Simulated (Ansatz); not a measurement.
**SiPH$_{5}$: geometry relaxation**

System: SiPH$_{5}$.
Method: RKS PBE0-D4/def2-TZVP (Ansatz 0.2.0).

Figures and captions count atoms from 1; the log counts them from 0 in places.

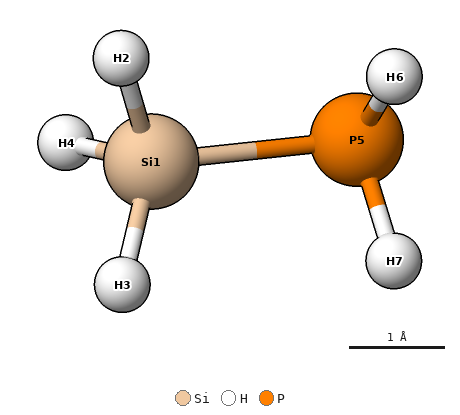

**Figure 1.** The input geometry (ball-and-stick view, seen at a tilt; atoms are numbered from 1 in the order of the input). Bond lengths as drawn: H–P 1.42 Å, H–Si 1.48 to 1.49 Å and P–Si 2.26 Å.

## Summary

```csv
quantity,value
outcome,converged
total energy,−17241.3380 eV
mean-field energy,−17241.2373 eV
dispersion energy,−0.1006 eV
SCF solution under orbital rotations,stable
largest force (length of the vector) at the end,0.004 eV/Å
dipole moment,0.68 D
hardware,"4 threads of Arm Neoverse V1, 23 GiB of memory available, shared host"
wall time,9 s (CPU time 31 s)
peak memory,0.46 GiB
```

## Input file
```yaml
crystal:
  periodic: [false, false, false]
  atoms:
    - {symbol: Si, position_ang: [-1.366754, 0.012111, 0.039339]}
    - {symbol: H, position_ang: [-2.776906, 0.341438, -0.324119]}
    - {symbol: H, position_ang: [-1.125088, 0.526499, 1.410798]}
    - {symbol: H, position_ang: [-1.264495, -1.469061, 0.030661]}
    - {symbol: P, position_ang: [-0.022513, 0.923396, -1.529039]}
    - {symbol: H, position_ang: [-0.934284, 1.951434, -1.894916]}
    - {symbol: H, position_ang: [0.679129, 1.748134, -0.615533]}
basis:
  gaussian: {orbitals: def2-TZVP}
hamiltonian: {xc: pbe0, dispersion: d4}
relax: {f_tol: 0.005, max_steps: 200}
```

Launch command:
```bash
ansatz run in.yaml --threads 4 --pin off --events-out ev --progress --plain --max-ram 9574MiB
```

## The program's output
```
Functional definition: PBE0
  name "PBE0"
  cite "Adamo & Barone, J. Chem. Phys. 110, 6158 (1999) doi:10.1063/1.478522"
  cite "Perdew, Burke & Ernzerhof, Phys. Rev. Lett. 77, 3865 (1996) doi:10.1103/PhysRevLett.77.3865"
  parent pbe
  parameter a = 0.25
  parameter kappa = 0.804
  parameter beta = 0.06672455060314922
  exchange = (1 - a)*pbe_x(kappa = kappa, mu = beta*pi^2/3) + a*exact_x
  correlation = pbe_c(beta = beta)
770 factors; their error is unknown
mean field evaluation 1: about -17240.6098 eV, gradient 1.2e1 eV
mean field evaluation 2: about -17240.9668 eV, gradient 7.8e0 eV
mean field evaluation 4: about -17241.1271 eV, gradient 3.1e-1 eV
mean field evaluation 8: about -17241.1695 eV, gradient 3.8e-3 eV
mean field -17241.16952632 eV, -633.6012936078 hartree, gradient 2.5e-5 eV, S^2 0.000000; 0 other end points of the search recorded, 0 dependent functions left out
the calculation of the forces begins
reference -17241.16955619 eV, -633.6012947057 hartree; 17, 17 occupied and 87, 87 virtual orbitals, 770 factors
relax step   1: F+E_penalty+E_count = -17241.26987037 eV  Δ(F+E_penalty+E_count) = +0.000e0 eV  max|allowed force component| = 4.998e-1 eV/Å  Δτ_max = 0.0000 Å  (22 SCF iters, accepted)
these checks for a lower state are left out or cut short: starts, cluster_reference, orbital_swaps, neighbouring_geometries, increment
770 factors; their error is unknown
mean field evaluation 16: about -17241.1736 eV, gradient 8.9e-2 eV
mean field -17241.17364112 eV, -633.6014448238 hartree, gradient 1.6e-5 eV, S^2 0.000000; 0 other end points of the search recorded, 0 dependent functions left out
the calculation of the forces begins
reference -17241.17367090 eV, -633.6014459184 hartree; 17, 17 occupied and 87, 87 virtual orbitals, 770 factors
relax step   2: F+E_penalty+E_count = -17241.27420135 eV  Δ(F+E_penalty+E_count) = -4.331e-3 eV  max|allowed force component| = 1.925e-1 eV/Å  Δτ_max = 0.0719 Å  (25 SCF iters, accepted)
these checks for a lower state are left out or cut short: starts, cluster_reference, orbital_swaps, neighbouring_geometries, increment
770 factors; their error is unknown
mean field -17241.18302623 eV, -633.6017897205 hartree, gradient 2.4e-5 eV, S^2 0.000000; 0 other end points of the search recorded, 0 dependent functions left out
the calculation of the forces begins
reference -17241.18305608 eV, -633.6017908172 hartree; 17, 17 occupied and 87, 87 virtual orbitals, 770 factors
relax step   3: F+E_penalty+E_count = -17241.28343214 eV  Δ(F+E_penalty+E_count) = -9.231e-3 eV  max|allowed force component| = 6.006e-2 eV/Å  Δτ_max = 0.0439 Å  (25 SCF iters, accepted)
these checks for a lower state are left out or cut short: starts, cluster_reference, orbital_swaps, neighbouring_geometries, increment
770 factors; their error is unknown
mean field evaluation 32: about -17241.1968 eV, gradient 4.9e-4 eV
mean field -17241.19684933 eV, -633.6022977100 hartree, gradient 1.1e-5 eV, S^2 0.000000; 0 other end points of the search recorded, 0 dependent functions left out
the calculation of the forces begins
reference -17241.19687908 eV, -633.6022988032 hartree; 17, 17 occupied and 87, 87 virtual orbitals, 770 factors
relax step   4: F+E_penalty+E_count = -17241.29747058 eV  Δ(F+E_penalty+E_count) = -1.404e-2 eV  max|allowed force component| = 2.474e-1 eV/Å  Δτ_max = 0.1999 Å  (24 SCF iters, accepted)
these checks for a lower state are left out or cut short: starts, cluster_reference, orbital_swaps, neighbouring_geometries, increment
770 factors; their error is unknown
mean field -17241.20502539 eV, -633.6025981745 hartree, gradient 7.5e-6 eV, S^2 0.000000; 0 other end points of the search recorded, 0 dependent functions left out
the calculation of the forces begins
reference -17241.20505511 eV, -633.6025992668 hartree; 17, 17 occupied and 87, 87 virtual orbitals, 770 factors
relax step   5: F+E_penalty+E_count = -17241.30566976 eV  Δ(F+E_penalty+E_count) = -8.199e-3 eV  max|allowed force component| = 3.761e-1 eV/Å  Δτ_max = 0.1037 Å  (25 SCF iters, accepted)
these checks for a lower state are left out or cut short: starts, cluster_reference, orbital_swaps, neighbouring_geometries, increment
770 factors; their error is unknown
mean field -17241.23218559 eV, -633.6035962936 hartree, gradient 8.1e-6 eV, S^2 0.000000; 0 other end points of the search recorded, 0 dependent functions left out
the calculation of the forces begins
reference -17241.23221515 eV, -633.6035973797 hartree; 17, 17 occupied and 87, 87 virtual orbitals, 770 factors
relax step   6: F+E_penalty+E_count = -17241.33288350 eV  Δ(F+E_penalty+E_count) = -2.721e-2 eV  max|allowed force component| = 9.590e-2 eV/Å  Δτ_max = 0.1999 Å  (25 SCF iters, accepted)
these checks for a lower state are left out or cut short: starts, cluster_reference, orbital_swaps, neighbouring_geometries, increment
770 factors; their error is unknown
mean field -17241.21816300 eV, -633.6030809728 hartree, gradient 7.7e-6 eV, S^2 0.000000; 0 other end points of the search recorded, 0 dependent functions left out
the calculation of the forces begins
reference -17241.21819271 eV, -633.6030820646 hartree; 17, 17 occupied and 87, 87 virtual orbitals, 770 factors
relax step   7: F+E_penalty+E_count = -17241.31915236 eV  Δ(F+E_penalty+E_count) = +1.373e-2 eV  max|allowed force component| = 4.034e-1 eV/Å  Δτ_max = 0.1011 Å  (25 SCF iters, rejected (line search))
these checks for a lower state are left out or cut short: starts, cluster_reference, orbital_swaps, neighbouring_geometries, increment
770 factors; their error is unknown
mean field -17241.23562743 eV, -633.6037227789 hartree, gradient 1.7e-5 eV, S^2 0.000000; 0 other end points of the search recorded, 0 dependent functions left out
the calculation of the forces begins
reference -17241.23565706 eV, -633.6037238676 hartree; 17, 17 occupied and 87, 87 virtual orbitals, 770 factors
relax step   8: F+E_penalty+E_count = -17241.33630434 eV  Δ(F+E_penalty+E_count) = -3.421e-3 eV  max|allowed force component| = 4.600e-2 eV/Å  Δτ_max = 0.0505 Å  (24 SCF iters, accepted)
these checks for a lower state are left out or cut short: starts, cluster_reference, orbital_swaps, neighbouring_geometries, increment
770 factors; their error is unknown
mean field evaluation 64: about -17241.1941 eV, gradient 4.2e-2 eV
mean field -17241.23626169 eV, -633.6037460874 hartree, gradient 2.5e-5 eV, S^2 0.000000; 0 other end points of the search recorded, 0 dependent functions left out
the calculation of the forces begins
reference -17241.23629148 eV, -633.6037471821 hartree; 17, 17 occupied and 87, 87 virtual orbitals, 770 factors
relax step   9: F+E_penalty+E_count = -17241.33694909 eV  Δ(F+E_penalty+E_count) = -6.447e-4 eV  max|allowed force component| = 1.215e-1 eV/Å  Δτ_max = 0.0931 Å  (24 SCF iters, accepted)
these checks for a lower state are left out or cut short: starts, cluster_reference, orbital_swaps, neighbouring_geometries, increment
770 factors; their error is unknown
mean field -17241.23726665 eV, -633.6037830191 hartree, gradient 2.6e-5 eV, S^2 0.000000; 0 other end points of the search recorded, 0 dependent functions left out
the calculation of the forces begins
reference -17241.23729642 eV, -633.6037841131 hartree; 17, 17 occupied and 87, 87 virtual orbitals, 770 factors
relax step  10: F+E_penalty+E_count = -17241.33790295 eV  Δ(F+E_penalty+E_count) = -9.539e-4 eV  max|allowed force component| = 1.390e-2 eV/Å  Δτ_max = 0.0146 Å  (25 SCF iters, accepted)
these checks for a lower state are left out or cut short: starts, cluster_reference, orbital_swaps, neighbouring_geometries, increment
770 factors; their error is unknown
mean field -17241.23731830 eV, -633.6037849170 hartree, gradient 2.3e-5 eV, S^2 0.000000; 0 other end points of the search recorded, 0 dependent functions left out
the calculation of the forces begins
reference -17241.23734807 eV, -633.6037860110 hartree; 17, 17 occupied and 87, 87 virtual orbitals, 770 factors
relax step  11: F+E_penalty+E_count = -17241.33795900 eV  Δ(F+E_penalty+E_count) = -5.605e-5 eV  max|allowed force component| = 3.160e-3 eV/Å  Δτ_max = 0.0057 Å  (20 SCF iters, accepted)
770 factors; their error is unknown
mean field evaluation 96: about -17241.2373 eV, gradient 2.7e-5 eV
```

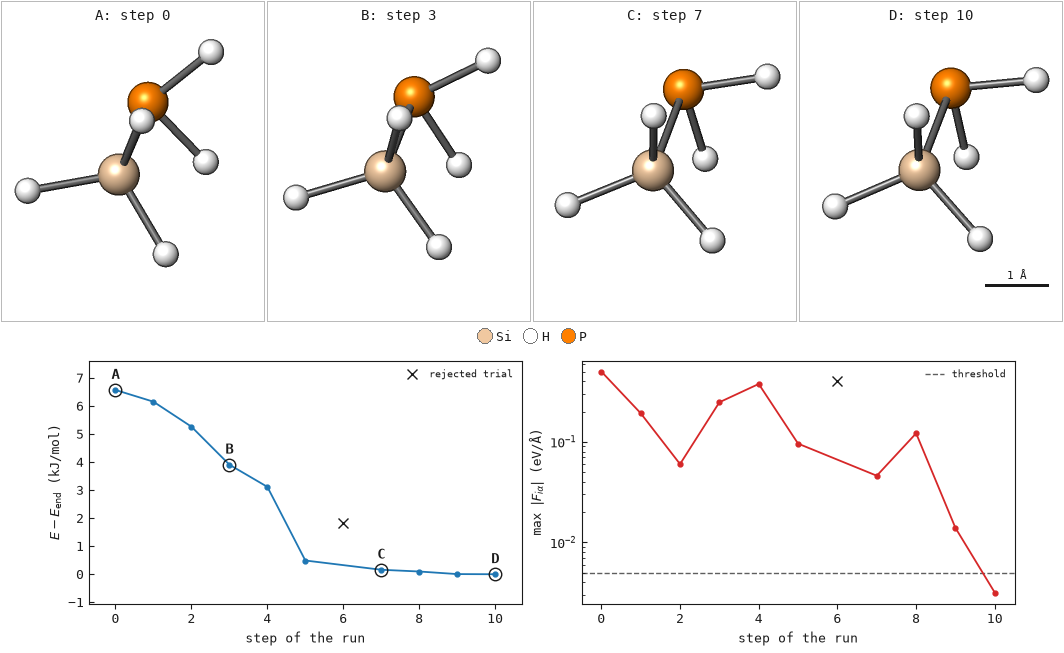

**Figure 2.** Frames of the relaxation (ball-and-stick view, seen at an oblique angle) above the curves, on which the letters mark them (the first geometry is step 0 here and step 1 in the log).

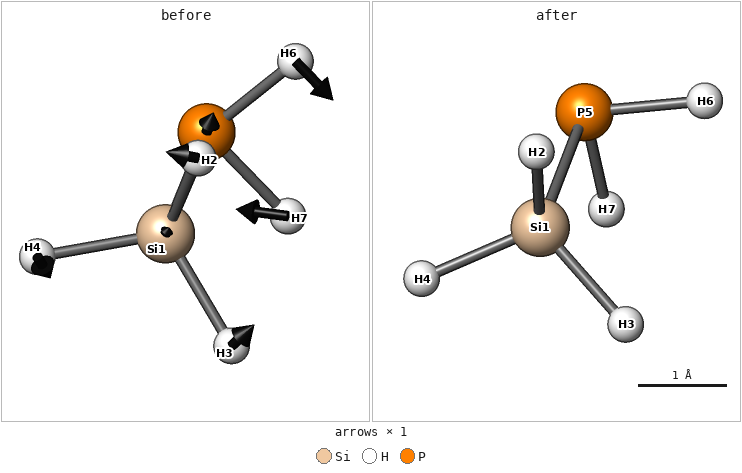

**Figure 3.** Before (left) and after (right) the relaxation, at one scale (ball-and-stick view, seen at an oblique angle). The black arrows give the displacements, at true length. The largest move after the best rigid fit is that of H7, 0.63 Å. Largest moves by element: H 0.63 Å, P 0.30 Å, Si 0.11 Å. Distances before and after: Si1–H2 1.493 → 1.486 Å. Among the angles that change: H4–Si1–P5 111.0° → 108.1°, H2–Si1–H4 106.5° → 108.9°. After 10 geometry steps the energy has fallen by 6.57 kJ/mol. Largest force component: 0.5 eV/Å at the start, 0.0032 eV/Å at the end. The line search rejected the trial step at point 6 (counted from 0) and went back. (Atoms are counted from 1 in the order of the input.)

```
mean field -17241.23731830 eV, -633.6037849170 hartree, gradient 2.3e-5 eV, S^2 0.000000; 1 other end points of the search recorded, 0 dependent functions left out
the calculation of the forces begins
reference -17241.23734807 eV, -633.6037860110 hartree; 17, 17 occupied and 87, 87 virtual orbitals, 770 factors
Total energy: -17241.33798877 eV, -633.6074844887 hartree
Atom 0 at    -1.455550     0.057571    -0.001696 Å, force     0.001928     0.001739    -0.003160 eV/Å
Atom 1 at    -2.871641    -0.032131    -0.443173 Å, force    -0.001441    -0.000002     0.000681 eV/Å
Atom 2 at    -1.396148     0.807157     1.280620 Å, force     0.000056    -0.000626    -0.000052 eV/Å
Atom 3 at    -0.930923    -1.315489     0.216903 Å, force     0.000402    -0.000508     0.000594 eV/Å
Atom 4 at    -0.264331     1.004418    -1.666213 Å, force    -0.001103    -0.001072     0.002088 eV/Å
Atom 5 at    -0.776182     2.306037    -1.415411 Å, force     0.000664     0.000019    -0.000388 eV/Å
Atom 6 at     0.883864     1.206386    -0.853839 Å, force    -0.000506     0.000449     0.000238 eV/Å
Dipole moment:     0.010510     0.076490     0.119005 e Å
```

## Trajectory as extended XYZ (Å, eV, eV/Å), 11 frames, from step=1 to step=11
```
7
Properties=species:S:1:pos:R:3:forces:R:3 step=1 energy=-17241.26987
Si   -1.3668    0.0121    0.0393   -0.4998   0.0949  -0.0518
H    -2.7769    0.3414   -0.3241    0.0800  -0.0313   0.0211
H    -1.1251    0.5265    1.4108    0.1041  -0.0246   0.0123
H    -1.2645   -1.4691    0.0307    0.1449   0.0010   0.0314
P    -0.0225    0.9234   -1.5290    0.1298  -0.0008  -0.1416
H    -0.9343    1.9514   -1.8949    0.0001  -0.0607   0.1038
H     0.6791    1.7481   -0.6155    0.0409   0.0215   0.0248
7
Properties=species:S:1:pos:R:3:forces:R:3 step=2 energy=-17241.27420
Si   -1.4098    0.0343    0.0189    0.1311  -0.1509   0.0834
H    -2.8264    0.3330   -0.3305    0.0851  -0.0086  -0.0164
H    -1.1115    0.5450    1.3828   -0.0535   0.0151  -0.0025
H    -1.2147   -1.4410    0.0233   -0.0686   0.0240   0.0452
P    -0.0051    0.9087   -1.5285   -0.1925   0.0629  -0.0996
H    -0.9524    1.9250   -1.8306    0.1216   0.0662  -0.0690
H     0.7089    1.7289   -0.6181   -0.0231  -0.0087   0.0589
7
Properties=species:S:1:pos:R:3:forces:R:3 step=3 energy=-17241.28343
Si   -1.3971    0.0226    0.0272   -0.0257  -0.0146   0.0014
H    -2.8074    0.3324   -0.3304    0.0264  -0.0195   0.0020
H    -1.1138    0.5358    1.3928   -0.0060   0.0142  -0.0056
H    -1.2306   -1.4545    0.0384    0.0108   0.0144   0.0107
P    -0.0178    0.9169   -1.5352   -0.0601   0.0190  -0.0485
H    -0.9363    1.9516   -1.8616    0.0415  -0.0037   0.0150
H     0.6921    1.7290   -0.6140    0.0131  -0.0099   0.0249
7
Properties=species:S:1:pos:R:3:forces:R:3 step=4 energy=-17241.29747
Si   -1.4173    0.0215    0.0037    0.1167   0.0879   0.0346
H    -2.8387    0.2076   -0.3691   -0.0781   0.0035  -0.0310
H    -1.1572    0.6599    1.3229   -0.0780  -0.0519  -0.0078
H    -1.1456   -1.4349    0.1109    0.0346   0.0043   0.0072
P    -0.0966    0.9333   -1.5978    0.0197   0.2387   0.1790
H    -0.9175    2.0980   -1.7268    0.1217  -0.1579   0.0656
H     0.7619    1.5485   -0.6266   -0.1365  -0.1246  -0.2474
7
Properties=species:S:1:pos:R:3:forces:R:3 step=5 energy=-17241.30567
Si   -1.4259    0.0268   -0.0036    0.0932   0.0615   0.0770
H    -2.8541    0.1479   -0.3921   -0.0091  -0.0025  -0.0179
H    -1.2028    0.7104    1.3041   -0.0857  -0.0824  -0.0684
H    -1.0964   -1.4186    0.1447    0.0173   0.0811  -0.0066
P    -0.1342    0.9441   -1.6249   -0.0168   0.3761   0.2639
H    -0.9018    2.1615   -1.6464    0.2033  -0.3009   0.0440
H     0.8041    1.4619   -0.6645   -0.2021  -0.1329  -0.2921
7
Properties=species:S:1:pos:R:3:forces:R:3 step=6 energy=-17241.33288
Si   -1.4348    0.0515   -0.0001   -0.0237  -0.0234  -0.0424
H    -2.8543    0.0549   -0.4363   -0.0264  -0.0083  -0.0006
H    -1.3259    0.7593    1.3013    0.0044   0.0406  -0.0011
H    -0.9986   -1.3538    0.1926    0.0262  -0.0347  -0.0009
P    -0.2115    0.9745   -1.6582   -0.0345   0.0002   0.0959
H    -0.8426    2.2376   -1.4988    0.0184   0.0238  -0.0135
H     0.8568    1.3100   -0.7833    0.0356   0.0018  -0.0374
7
Properties=species:S:1:pos:R:3:forces:R:3 step=7 energy=-17241.31915 accepted=F
Si   -1.4661    0.0308   -0.0083    0.0413   0.1263   0.0818
H    -2.8924    0.0005   -0.4418    0.1092  -0.0805   0.0303
H    -1.3457    0.8258    1.2352   -0.0972  -0.0746   0.1843
H    -0.9347   -1.3425    0.2108   -0.1078   0.0356   0.0029
P    -0.2576    0.9898   -1.6310    0.1219   0.0683  -0.4034
H    -0.7977    2.2868   -1.4227   -0.0354  -0.0208   0.0304
H     0.8833    1.2428   -0.8250   -0.0319  -0.0544   0.0737
7
Properties=species:S:1:pos:R:3:forces:R:3 step=8 energy=-17241.33630
Si   -1.4436    0.0520   -0.0006   -0.0089  -0.0052  -0.0199
H    -2.8626    0.0210   -0.4395   -0.0119  -0.0075   0.0004
H    -1.3521    0.7801    1.2914   -0.0018   0.0165   0.0039
H    -0.9730   -1.3418    0.2030    0.0131  -0.0118  -0.0007
P    -0.2329    0.9849   -1.6602   -0.0087   0.0111   0.0460
H    -0.8172    2.2657   -1.4653    0.0059   0.0070  -0.0088
H     0.8705    1.2720   -0.8116    0.0124  -0.0101  -0.0209
7
Properties=species:S:1:pos:R:3:forces:R:3 step=9 energy=-17241.33695
Si   -1.4558    0.0592   -0.0020   -0.0346  -0.0432  -0.0051
H    -2.8729   -0.0361   -0.4482    0.0415  -0.0044   0.0235
H    -1.4019    0.8131    1.2782    0.0009  -0.0036  -0.0030
H    -0.9222   -1.3121    0.2203   -0.0225   0.0307  -0.0019
P    -0.2707    1.0046   -1.6689    0.0789   0.1215   0.0868
H    -0.7771    2.3111   -1.4031    0.0493  -0.0929  -0.0247
H     0.8897    1.1941   -0.8590   -0.1135  -0.0081  -0.0756
7
Properties=species:S:1:pos:R:3:forces:R:3 step=10 energy=-17241.33790
Si   -1.4566    0.0574   -0.0035    0.0065   0.0030   0.0079
H    -2.8739   -0.0354   -0.4390   -0.0044   0.0039  -0.0125
H    -1.3958    0.8082    1.2773    0.0002   0.0033   0.0119
H    -0.9308   -1.3146    0.2162    0.0049  -0.0065  -0.0001
P    -0.2637    1.0053   -1.6659   -0.0054  -0.0036  -0.0139
H    -0.7740    2.3074   -1.4154   -0.0024   0.0017   0.0014
H     0.8837    1.2057   -0.8524    0.0006  -0.0017   0.0053
7
Properties=species:S:1:pos:R:3:forces:R:3 step=11 energy=-17241.33796
Si   -1.4555    0.0576   -0.0017    0.0019   0.0017  -0.0032
H    -2.8716   -0.0321   -0.4432   -0.0014   0.0000   0.0007
H    -1.3961    0.8072    1.2806    0.0001  -0.0006  -0.0001
H    -0.9309   -1.3155    0.2169    0.0004  -0.0005   0.0006
P    -0.2643    1.0044   -1.6662   -0.0011  -0.0011   0.0021
H    -0.7762    2.3060   -1.4154    0.0007   0.0000  -0.0004
H     0.8839    1.2064   -0.8538   -0.0005   0.0004   0.0002
```
